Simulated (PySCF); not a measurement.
**What a change does: NMR shielding calculation on PH₃**

System: PH₃.
Method of run 1: GIAO HF/pcSseg-2 NMR shielding, non-relativistic, gas phase (PySCF 2.14.0).

The geometry comes from this level: PBE0-D3(BJ)/def2-SVP. Text and figures count atoms from 1; the logs count them from 0 in places.

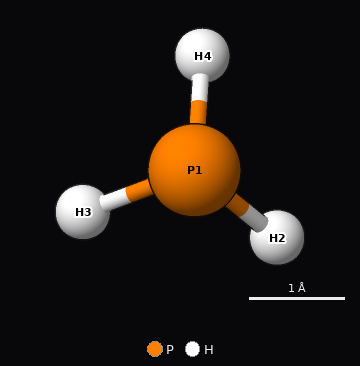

The input geometry (ball-and-stick view, seen on its broad side; atoms are numbered from 1 in the order of the input). Bond lengths as drawn: H–P 1.43 Å.

### Input, run 1
```
{"job": {"kind": "nmr", "xc": "HF", "basis": "pcSseg-2", "pop": false}, "charge": 0, "multiplicity": 1}
P      0.028278    -0.029998     0.566707
H     -0.480656     1.067216    -0.194062
H      1.217165    -0.121078    -0.220784
H     -0.661027    -0.997030    -0.228051
```

The first line tells a small driver script what to run in PySCF; the rest is the geometry in Å.

Launched with:
```bash
OMP_NUM_THREADS=1 python <driver script> task.json out
```

Hardware: 1 CPU thread, shared host.

### Output (run 1)
```
final grid: 28048 points
cycle   1  E = -342.4713871199  dE = -2.880e-01  |g| = 1.708e-01  |ddm| = 1.170e+00
cycle   2  E = -342.4853028658  dE = -1.392e-02  |g| = 5.408e-02  |ddm| = 1.723e-01
cycle   3  E = -342.4868274657  dE = -1.525e-03  |g| = 1.797e-02  |ddm| = 6.767e-02
cycle   4  E = -342.4870713163  dE = -2.439e-04  |g| = 3.129e-03  |ddm| = 3.250e-02
cycle   5  E = -342.4870791195  dE = -7.803e-06  |g| = 5.851e-04  |ddm| = 6.249e-03
cycle   6  E = -342.4870793273  dE = -2.078e-07  |g| = 1.447e-04  |ddm| = 1.054e-03
cycle   7  E = -342.4870793401  dE = -1.284e-08  |g| = 2.518e-05  |ddm| = 2.766e-04
cycle   8  E = -342.4870793407  dE = -5.278e-10  |g| = 4.856e-06  |ddm| = 6.257e-05
converged SCF energy = -342.4870793407

GIAO shielding tensors (ppm)
atom      isotropic    diamagn.    paramagn.     s11        s22        s33       span
  0 P      580.908     962.880    -381.972    556.366    593.164    593.193     36.827
  1 H       29.433      30.006      -0.573     25.503     26.410     36.385     10.882
  2 H       29.432      29.977      -0.545     25.502     26.409     36.383     10.881
  3 H       29.431      29.989      -0.558     25.502     26.410     36.382     10.880
```

Run 2 used a changed input.

### The two runs side by side

| quantity | run 1 | run 2 |
| --- | --- | --- |
| outcome | converged | converged |
| total energy (hartree) | −342.487079 | −342.992007 |
| HOMO (eV) | −10.61 | −6.72 |
| LUMO (eV) | 2.93 | −0.27 |
| dipole moment (D) | 0.66 | 0.76 |
| shielding of P1 (ppm) | 580.9 | 568.8 |
| shielding of H2 (ppm) | 29.4 | 29.2 |
| shielding of H3 (ppm) | 29.4 | 29.2 |
| shielding of H4 (ppm) | 29.4 | 29.2 |
| SCF iterations | 8 | 11 |
| basis functions | 85 | 85 |

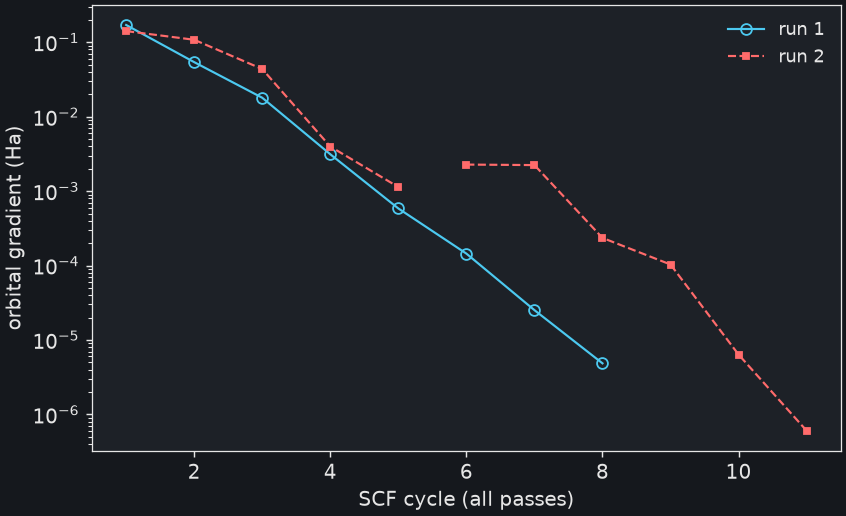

Convergence of the two runs: orbital gradient against the SCF cycle. A break in a curve parts two SCF passes (coarse and final grid). Run 1 takes 8 cycles in all, and run 2 takes 11.

What was changed in the input?

The change (lines with − go, lines with + come):
```diff
-"xc": "HF"
+"xc": "PBE"
```

The total energies belong to different methods, so their difference says nothing on which is more stable or more accurate. The HOMO goes from −10.61 to −6.72 eV. The LUMO goes from 2.93 to −0.27 eV. The dipole moment goes from 0.66 to 0.76 D. Of all shieldings, the largest change is that of P1, by −12.1 ppm. The method changes from HF to PBE. Exact exchange removes part of the self-interaction error of semilocal functionals, which pushes filled and empty levels apart. The SCF takes 11 iterations against 8.

### Output (run 2)
```
coarse grid: 3488 points
cycle   1  E = -342.9813982192  dE = -1.609e-01  |g| = 1.413e-01  |ddm| = 1.207e+00
cycle   2  E = -342.9824471697  dE = -1.049e-03  |g| = 1.081e-01  |ddm| = 2.950e-01
cycle   3  E = -342.9863999523  dE = -3.953e-03  |g| = 4.370e-02  |ddm| = 1.676e-01
cycle   4  E = -342.9867436678  dE = -3.437e-04  |g| = 3.972e-03  |ddm| = 3.475e-02
cycle   5  E = -342.9867481023  dE = -4.435e-06  |g| = 1.136e-03  |ddm| = 4.569e-03
final grid: 28048 points
cycle   6  E = -342.9920059168  dE = -1.748e-05  |g| = 2.274e-03  |ddm| = 1.641e-02
cycle   7  E = -342.9920060786  dE = -1.618e-07  |g| = 2.238e-03  |ddm| = 4.505e-03
cycle   8  E = -342.9920073104  dE = -1.232e-06  |g| = 2.352e-04  |ddm| = 2.196e-03
cycle   9  E = -342.9920073224  dE = -1.196e-08  |g| = 1.033e-04  |ddm| = 2.866e-04
cycle  10  E = -342.9920073257  dE = -3.351e-09  |g| = 6.365e-06  |ddm| = 9.978e-05
cycle  11  E = -342.9920073257  dE = -1.120e-11  |g| = 6.036e-07  |ddm| = 9.043e-06
converged SCF energy = -342.9920073257

GIAO shielding tensors (ppm)
atom      isotropic    diamagn.    paramagn.     s11        s22        s33       span
  0 P      568.806     965.910    -397.105    523.717    591.339    591.360     67.643
  1 H       29.223      29.347      -0.124     25.263     26.248     36.159     10.896
  2 H       29.222      29.321      -0.099     25.262     26.248     36.157     10.895
  3 H       29.222      29.332      -0.110     25.262     26.248     36.156     10.894
```
